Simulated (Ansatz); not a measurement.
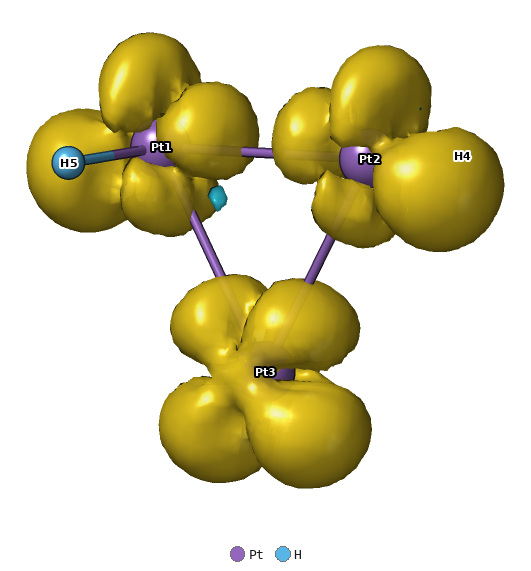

Figure 1: H₂Pt₃ (charge +1, doublet). Isosurfaces of the spin density (α minus β) at +0.03 (yellow) and −0.03 e/Å³ (cyan), seen across its widest extent.

Geometry: PBE0-D4/def2-TZVP; core potentials replace the inner electrons of Pt.

Theory: Ansatz, UKS PBE0-D4/def2-TZVP.

```xyz
5

Pt   -0.7200   -1.0964   -0.3542
Pt    0.0016    1.0033    0.9164
Pt    1.3345    0.1732   -1.0441
H    -0.7736    1.8721   -0.0362
H     0.1574   -1.9521    0.5181
```

> Where is the unpaired spin?

The unpaired spin (1 electron) lies mostly on Pt3 (about 0.4), Pt1 (about 0.3) and Pt2 (about 0.3), in electrons by Hirshfeld's partition.
